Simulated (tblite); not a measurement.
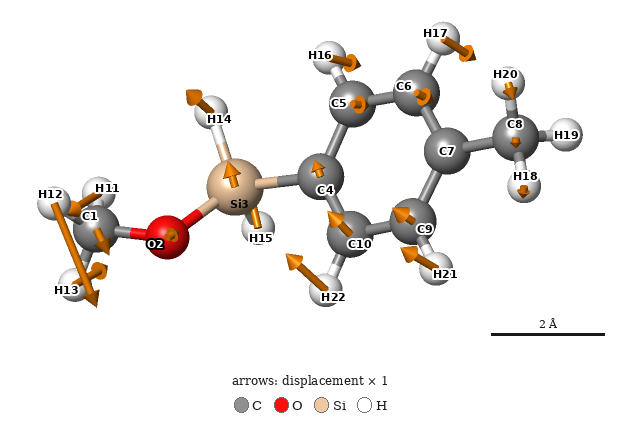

This is a relaxation of C8H12OSi. The starting structure is drawn; orange arrows show the displacements, at their true length. The two geometries are superimposed by the best rigid fit.

Style: ball-and-stick. Shown at a tilt.

Level of theory: tblite, GFN2-xTB geometry optimisation, gas phase. 

Q: Which element moves most?

A: Hydrogen: up to 2.01 Å, against 0.64 Å for carbon.

Q: What happened in the run?

A: After 179 geometry steps the energy has fallen by 0.472 eV. H12 moves most after the best rigid fit: 2.01 Å. By element the largest moves are H 2.01 Å, C 0.64 Å, Si 0.49 Å, O 0.33 Å. Near-neighbour distances that change, for instance: O2–Si3 1.692 → 1.623 Å, C4–C10 1.362 → 1.390 Å, C1–H12 1.119 → 1.091 Å, C8–H18 1.109 → 1.087 Å. Bond angles that change, for instance: C1–O2–Si3 112.5° → 127.5°, O2–Si3–C4 111.6° → 103.3°, H18–C8–H20 113.4° → 108.3°. Groups turn about C1–O2 by about 70°, Si3–C4 by about 45°, C7–C8 by about 30°.
